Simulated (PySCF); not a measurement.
C₆H₅Cl₃F₂GeSi, SMILES F[SiH](F)c1cc[c]([Ge]([Cl])([Cl])[Cl])cc1, singlet, GFN2-xTB optimised geometry. Atoms within 1.6 Å of the plane z = 0.6 Å (x, y, z in Å): Si1 (-0.57, -0.50, 0.00), F2 (-0.93, 1.06, 0.00), F3 (1.02, -0.50, 0.00), C4 (-1.19, -1.28, 1.60), C5 (-2.42, -0.92, 2.14), H15 (-3.02, -0.17, 1.64), H18 (0.53, -2.53, 1.86).

Level of theory: PBE0/def2-SVP (PySCF).

Map of the LUMO amplitude (bohr^(-3/2)) on the plane z = 0.6 Å; orbital energy -1.79 eV, overall sign arbitrary:

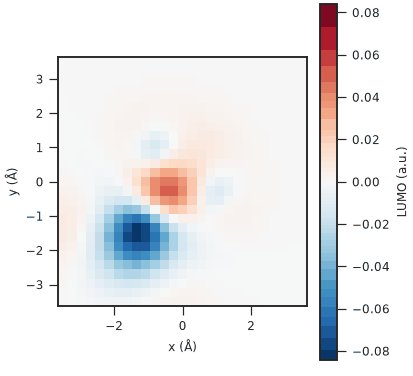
LUMO amplitude (bohr^(-3/2)) on the plane z = 0.6 Å.
